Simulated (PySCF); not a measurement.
# H2O3Si2: the cost of one run

Method: relaxation, b3lyp, def2-tzvp, and further levels as typed in the inputs, in PySCF 2.14.0.

**1. The starting structure**

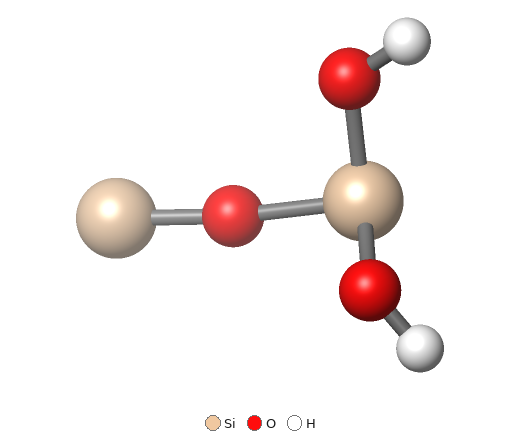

Start, viewed from a chosen angle; silicon light orange, oxygen red, hydrogen white.

As a file:

```xyz
7

Si   -0.0284    0.0754   -0.2639
O     1.7320   -0.0015   -0.0998
Si    3.2695   -0.2051    0.1006
O    -0.4444    1.3963    0.5980
O    -0.3558   -1.3509    0.4570
H    -0.8674    2.1638    0.1953
H    -1.2623   -1.6669    0.5589
```

**2. Relaxation: H2O3Si2, charge +1**

The input, run.py:

```python
from pyscf import gto, dft
from pyscf.geomopt.geometric_solver import optimize
mol = gto.M(atom="mol.xyz", basis="def2-tzvp", charge=1, spin=1, verbose=4)
mf = dft.UKS(mol, xc="b3lyp").density_fit().run(conv_tol=1e-9)
for i in range(6):  # look for a lower solution of the same spin
    mo, _, ok, _ = mf.stability(return_status=True)
    if ok: break
    mf.kernel(mf.make_rdm1(mo, mf.mo_occ))
print(f"converged SCF energy = {mf.e_tot:.10f}, stable: {ok}")
mf = mf.newton()  # steadier than the usual iterations for open shells
m = optimize(mf, maxsteps=60)
print("optimised structure (A):")
for k in range(m.natm): print(m.atom_symbol(k), *(f"{x:.8f}" for x in m.atom_coords(unit="A")[k]))
```

Launch:

```bash
> python run.py
```

**Question.** How long does this run take on 8 threads of Arm Neoverse N1, shared host?

About 4.7 min.
